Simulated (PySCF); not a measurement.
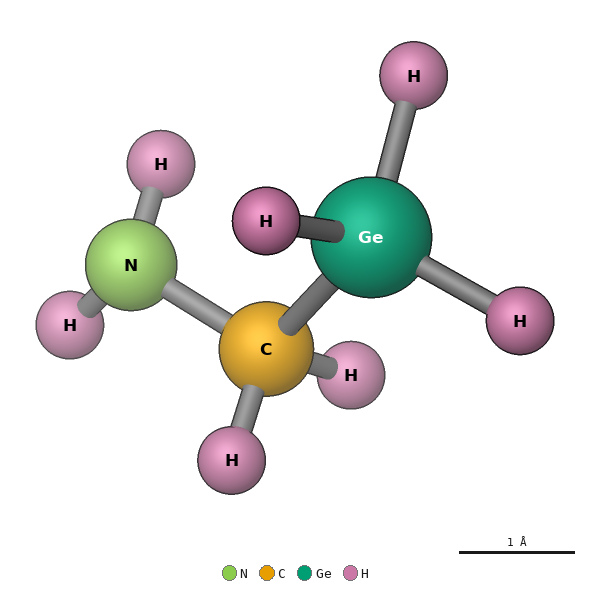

Distant atoms are faded towards the background colour. Computed geometry: PBE0-D3(BJ)/def2-SVP optimisation. No frequency run is at hand to confirm it as a minimum. Masses are those of the most abundant isotopes; constants are for the rigid equilibrium geometry.

Question: Classify the rotor and give the rotational constants (cm⁻¹).

Answer: An asymmetric top (C1): A = 0.808, B = 0.121, C = 0.113 cm⁻¹. Ray's parameter κ is −0.98, close to the prolate limit.
